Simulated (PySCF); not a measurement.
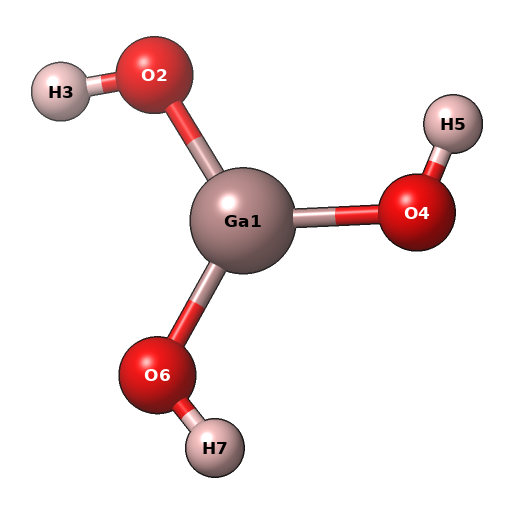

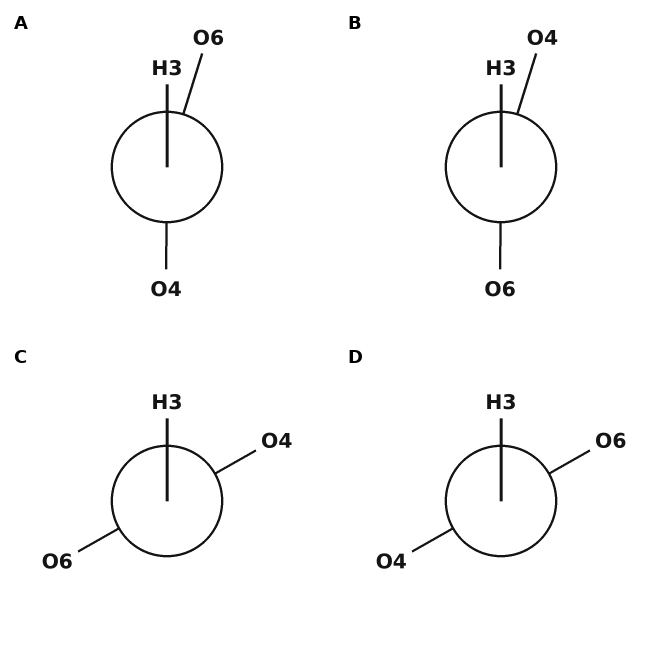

Depth is shown by fading: the farther an atom, the more it takes the colour of the background. Bonds that would overlap in a projection are set slightly apart. The geometry was computed by an optimisation with PBE0-D3(BJ)/def2-SVP. No frequency run is at hand to confirm it as a minimum.

### Which Newman projection shows the view along O2–Ga1, with O2 in front?

A. The torsion angle H3–O2–Ga1–O4 is 180°, antiperiplanar (anti).
